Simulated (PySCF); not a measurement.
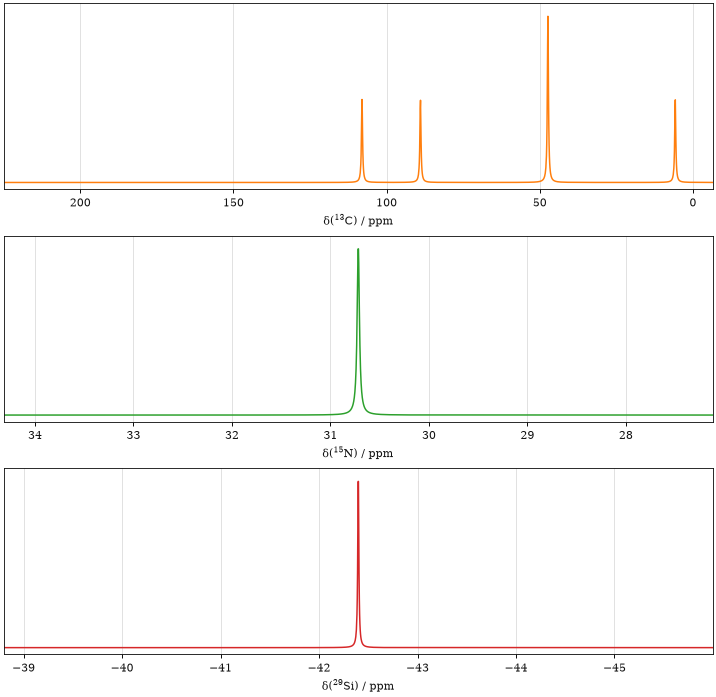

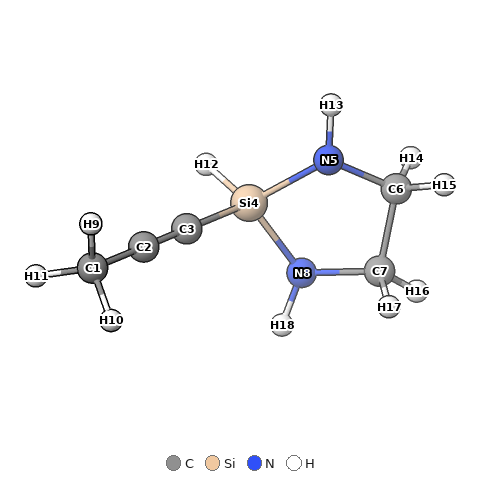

Spectrum and numbered structure of C₅H₁₀N₂Si, SMILES CC#C[SiH]1NCCN1. GIAO shifts, PBE0/pcSseg-1, PySCF, at a GFN2-xTB geometry (no frequency check), against TMS for ¹³C, NH₃ for ¹⁵N and TMS for ²⁹Si computed at the same level (¹⁵N: a single molecule, while the usual scales start at liquid NH₃ or nitromethane; multiply bonded nitrogen can come out tens of ppm too deshielded). Gas phase, fully decoupled, line heights follow the number of nuclei, widths are arbitrary (no quadrupolar broadening); values of one conformer, averaged over nuclei that symmetry, rotation about single bonds, ring flips or inversion at nitrogen exchange, these motions taken as fast; other conformers aren't averaged in.

Question: Which atoms give which ¹³C line?

Answer:
```tsv
δ (ppm)	nuclei	atoms
108.0	1	C2
89.0	1	C3
47.3	2	C6, C7
5.8	1	C1
```

Question: Where does the ¹⁵N line lie?

Answer: At 30.7 ppm (N5 and N8).

Question: Where does the ²⁹Si line lie?

Answer: At −42.4 ppm (Si4).

Known limits of this run: the tight-binding geometry is rougher than a DFT one and adds to the error.
